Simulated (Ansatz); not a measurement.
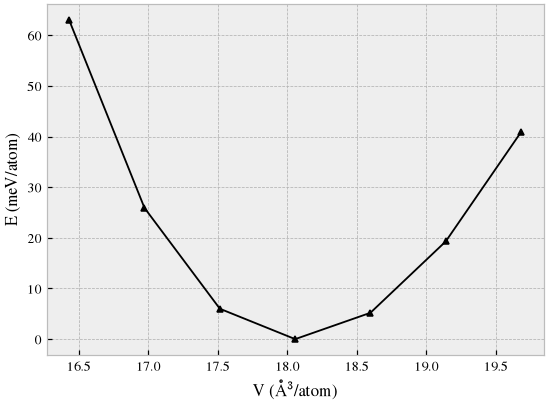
InPd (CsCl type, Pm-3m) under volume change, PBE (plane waves, PAW; program Ansatz), scaled uniformly.

Q: What does a third-order Birch–Murnaghan fit give for V₀, B₀ and B′?

A: V₀ = 18.06 Å³/atom, B₀ = 110 GPa, B′ = 6.0.

The PBE relaxation kept the symmetry of its start; of distortions, only those at the zone centre were tested. The run is not spin-polarised.

Potentials: the later of the program's two PAW sets.
